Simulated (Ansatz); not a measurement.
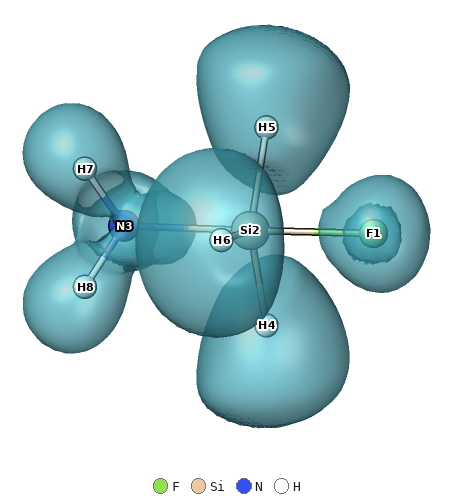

The picture shows: FH5NSi (charge −1). Isosurface of the electron localisation function at 0.75 (cyan), seen at a tilt. Only the valence region is drawn (cores and ρ < 0.01 e/Å³ removed).

Geometry: PBE0-D4/def2-TZVP.

The calculation used RKS PBE0-D4/def2-TZVPPD in Ansatz.

The calculation's input:

```
crystal:
  periodic: [false, false, false]
  atoms:
    - {symbol: F, position_ang: [0.822221, -0.005891, -2.174955]}
    - {symbol: Si, position_ang: [0.214103, -0.031054, -0.534813]}
    - {symbol: N, position_ang: [-0.352471, -0.277089, 1.231066]}
    - {symbol: H, position_ang: [1.646665, -0.169574, -0.059178]}
    - {symbol: H, position_ang: [-0.739501, -1.130443, -0.958642]}
    - {symbol: H, position_ang: [-0.296166, 1.392317, -0.701671]}
    - {symbol: H, position_ang: [-1.359286, -0.175791, 1.330760]}
    - {symbol: H, position_ang: [0.064434, 0.397525, 1.867432]}
basis:
  gaussian: {orbitals: "def2-TZVPPD.json"}
total_charge: -1
hamiltonian: {xc: pbe0, dispersion: d4}
output: {orbitals: {seedname: orbitals}}
```

Command:

```sh
ansatz run in.yaml --threads 2 --pin off --events-out ev --progress --plain --max-ram 5222MiB
```

Question: What do the ELF domains correspond to?

Answer: The surface consists of three regions around hydrogen nuclei, one region wrapped around F (its lone pairs, merged into a ring or cap) and one joined region spread over several atoms (H, N), in which their bonds and any lone pairs are merged. Profiles from the grid: Si–F (1.75 Å): the ELF peaks at about 0.85 in the valence shell of F, 0.6 Å from its nucleus, and is about 0.55 at the midpoint. Si–N (1.87 Å): the ELF peaks at about 0.95 between the atoms (a polar covalent bond).
